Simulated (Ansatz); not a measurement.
Input

```
crystal:
  lattice:
    - [3.6277928818, 0.0, 0.0]
    - [0.0, 3.6277928818, 0.0]
    - [0.0, 0.0, 3.6277928818]
  atoms:
    - { symbol: Sc, position: [0.5, 0.5, 0.5] }
    - { symbol: H, position: [0.1988491062, 0.1988491062, 0.1988491062] }
    - { symbol: H, position: [0.8011508938, 0.8011508938, 0.1988491062] }
    - { symbol: H, position: [0.8011508938, 0.1988491062, 0.8011508938] }
    - { symbol: H, position: [0.1988491062, 0.8011508938, 0.8011508938] }
    - { symbol: H, position: [0.0, 0.0, 0.0] }
basis:
  ecutwfc: 420
kpoints:
  mp_grid: { grid: [8, 8, 8] }
hamiltonian:
  xc: pbe
scf:
  occupations: { method: gaussian, width: 0.02 }
output:
  forces: true
  stress: true
  eigenvalues: true
  write_density: true
  write_potential: true
  elf: true
  volumetric_format: npy
relax:
  adjacent_minimum: "off"
  f_tol: 0.01
  max_steps: 80
  cell: { stress_tol: 0.05 }
```

Run with:

```sh
ansatz run input.yaml --threads 1 --pin off --max-ram 2560MiB --backend cpu --events-out ev --progress --plain --runs-dir out
```

Below, planes, directions and counts refer to the conventional cell (a = 3.63 Å, b = 3.63 Å, c = 3.63 Å, α = 90.00°, β = 90.00°, γ = 90.00°).

Space group P-43m; a structure generated by program, which may or may not match a known phase.

The calculation used Ansatz, DFT PBE, scalar-relativistic, plane waves, PAW.

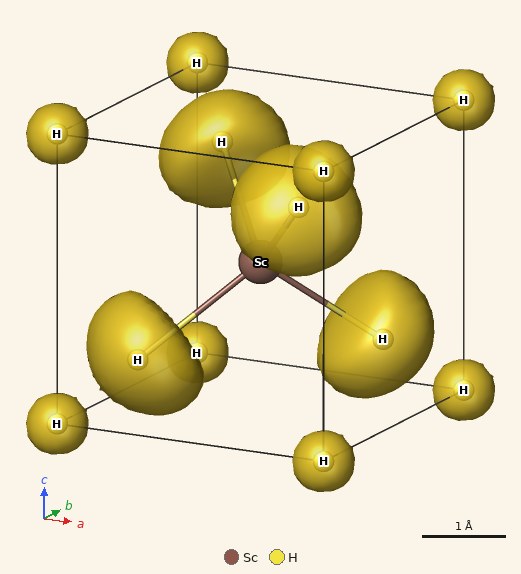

ScH5. Isosurface of the electron localisation function at 0.8 (yellow), seen at an oblique angle. Core shells and regions of very low density are left out. Sticks mark near contacts.

Core electrons are frozen (PAW), and the valence fields are smoothed inside the atomic spheres.

Q: What do the ELF domains correspond to?

A: The ELF exceeds this value in five regions around hydrogen nuclei, counted in one cell of 6 atoms. Any copies at cell faces, edges or corners count once. Along the contacts the grid gives the following. Sc–H (1.90 Å): the ELF climbs to about 1 towards the hydrogen.
